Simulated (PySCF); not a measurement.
Isobutane, SMILES CC(C)C (C4H10) at its B3LYP/def2-SVP optimised geometry (Å):

```
14

C      0.7087     0.8585     0.0000
C      0.1468     0.0891    -1.2020
C     -1.3860     0.1385    -1.2274
C      0.6574    -1.3571    -1.2253
H      0.3734     1.9087     0.0000
H      0.3764     0.4037     0.9497
H      1.8111     0.8585     0.0000
H      0.5129     0.5880    -2.1195
H     -1.7563     1.1766    -1.2503
H     -1.8111    -0.3462    -0.3310
H     -1.7923    -0.3820    -2.1102
H      0.2872    -1.9018    -2.1095
H      1.7589    -1.3964    -1.2443
H      0.3205    -1.9087    -0.3302
```

Calculation: B3LYP/def2-TZVP (PySCF). Cells within 0.4 Å of a nucleus heavier than hydrogen are left out (blank, or x).

Map of the electrostatic potential (hartree/e), clipped to [-0.08, 0.12] on the plane z = 0.0 Å:

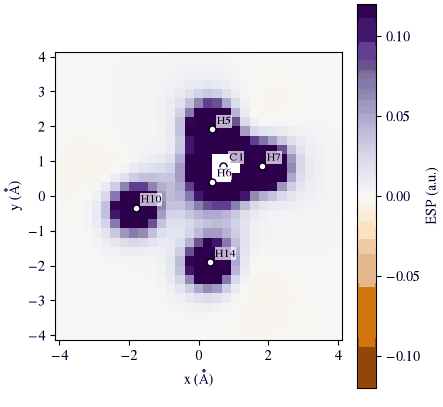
Fig. 1. Electrostatic potential (hartree/e), clipped to [-0.08, 0.12] on the plane z = 0.0 Å.
